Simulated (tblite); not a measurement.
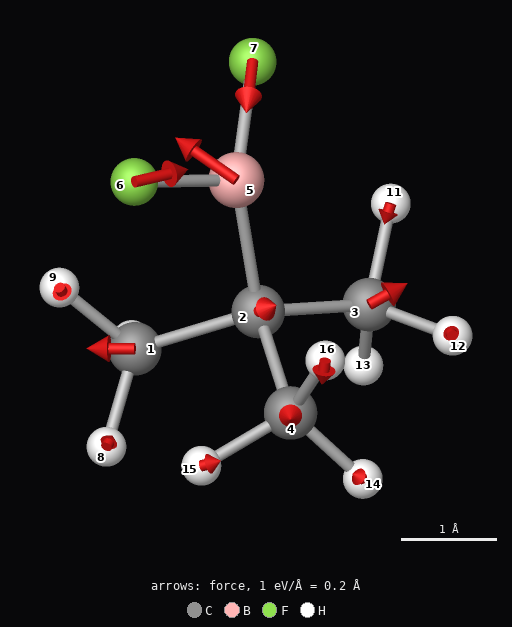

Starting geometry of C₄H₉BF₂ with the computed forces as red arrows. A ball-and-stick model, seen at a tilt.

Theory: GFN2-xTB geometry optimisation, gas phase (tblite 0.8.0). 

Q: What follows when this structure is relaxed?

A: It isn't relaxed: the largest force vector, on the B atom, is 4.01 eV/Å. The final displacements have little in common with the starting forces (cosine between the two patterns 0.27). After 71 geometry steps the energy has fallen by 155.9 kJ/mol. An H atom moves most after the best rigid fit: 1.03 Å. By element the largest moves are H 1.03 Å, F 0.40 Å, C 0.15 Å, B 0.14 Å. Some distances before and after: B–F 1.454 → 1.318 Å, C–C 1.493 → 1.536 Å, C–H 1.125 → 1.087 Å, C–H 1.101 → 1.088 Å. Bond angles that change, for instance: C–B–F 114.7° → 123.1°, C–C–C 116.1° → 108.6°, H–C–H 103.4° → 108.6°. Groups turn about C–C by about 45°, C–C by about 40°, C–C by about 35°.
